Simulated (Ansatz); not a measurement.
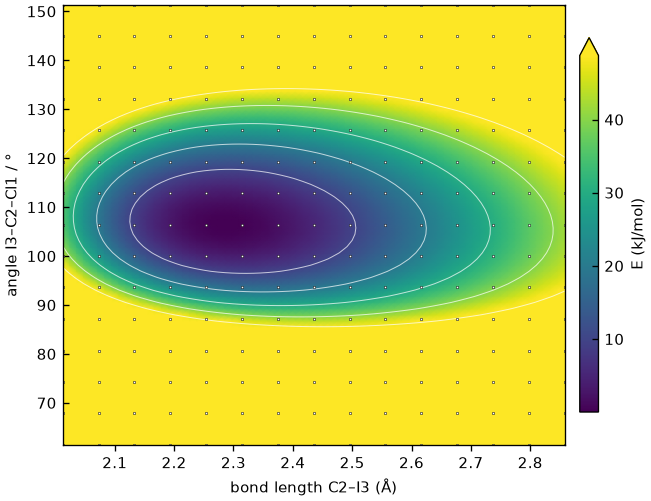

CHClI, SMILES Cl[CH-]I, charge −1. 
- Coordinates scanned: (1) bond length C2–I3; (2) angle I3–C2–Cl1.
- Nothing is relaxed (all other coordinates rigid).
- The grid has 15 × 15 points.
- Points are written as (first, second).
- Energies: kJ/mol, counted from the relaxed molecule at the same level.
- Computed with RKS PBE0-D4/def2-TZVPD (Ansatz 0.2.0).

Drawn: a smooth colour map with a few white contour lines, dots at the grid points, one colour for all values above the top of the scale. Between grid points the surface is interpolated.

Where is the minimum, and how stiff is the well along each coordinate?

Answer. The interpolated minimum is at bond length C2–I3 ≈ 2.287 Å, angle I3–C2–Cl1 ≈ 106.4°. The curvatures there are about 6.1 eV/Å² and 6 eV/rad², with a cross term of about 0.4 eV/(Å·rad). Round the minimum the two coordinates are weakly coupled (coupling 0.07 in units of the two stiffnesses). (1 eV is 96.5 kJ/mol.)
